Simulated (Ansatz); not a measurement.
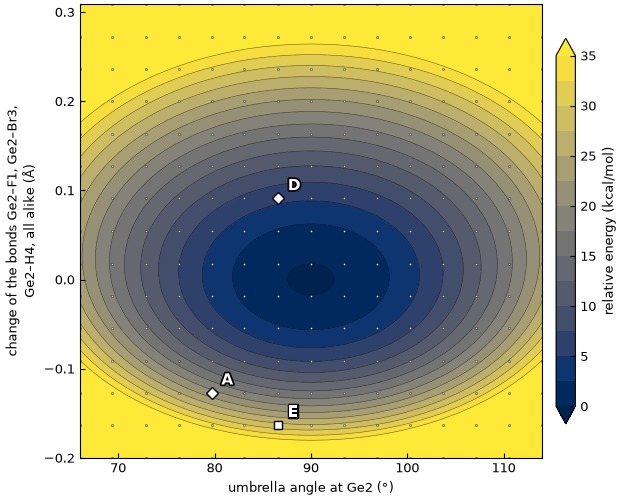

BrFGeH, SMILES [F][GeH+][Br], charge +1. First axis: umbrella angle at Ge2 (between each of its bonds and their common axis; 90 is planar). Second axis: change of the bonds Ge2–F1, Ge2–Br3, Ge2–H4, all alike. Nothing is relaxed (all other coordinates rigid). The grid has 15 × 15 points; 120 points were computed and 105 follow by symmetry. Points are written as (first, second). Energies: kcal/mol, counted from the lowest grid point. Computed with RKS PBE-D4/def2-SVP (Ansatz).

The picture shows filled contours, dots at the grid points, one colour for all values above the top of the scale, lettered points. Between grid points the surface is interpolated.

What kind of point is each of A, D, E: minimum, saddle, maximum or slope?

Answer. A: on a slope; D: on a slope; E: on a slope. (In these two coordinates alone; a stationary point may lie a little off the grid point.)

Rank the lettered points by energy, lowest first.

Answer. D (5.7 kcal/mol), A (21.0 kcal/mol), E (28.3 kcal/mol).
